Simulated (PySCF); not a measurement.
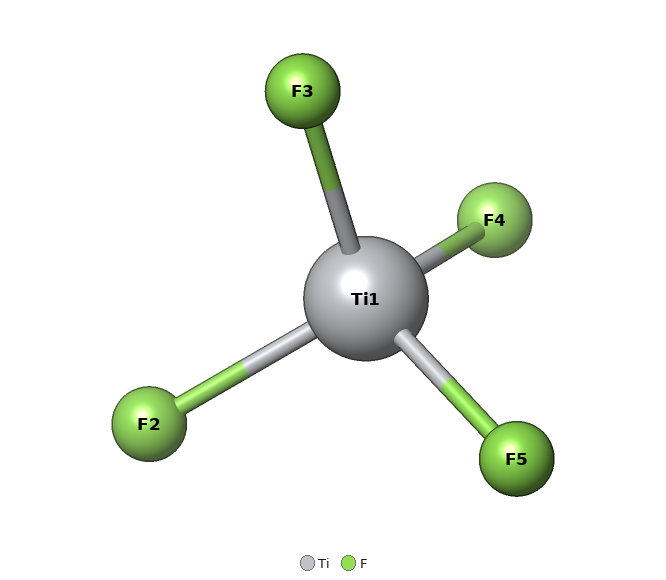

Charge 0, singlet. The computed structure is the end point of a PBE0-D3(BJ)/def2-SVP optimisation. No frequency run is at hand to confirm it as a minimum. Level of theory: PBE/pcJ-1 (pcSseg-1 on Ti) indirect spin-spin coupling, non-relativistic, gas phase (PySCF 2.14.0). Isotopes: 19F.

Give the spin–spin coupling constants of these pairs, with the number of bonds between them: F2/F5, F2/F3, F2/F4, F3/F4, F3/F5, F4/F5.

```
  pair  bonds apart  J (Hz)
F2, F5            2    92.9
F2, F3            2    93.5
F2, F4            2    93.0
F3, F4            2    92.9
F3, F5            2    92.7
F4, F5            2    92.9
```

Density functionals are unreliable for couplings to fluorine, so those rows may be far off.
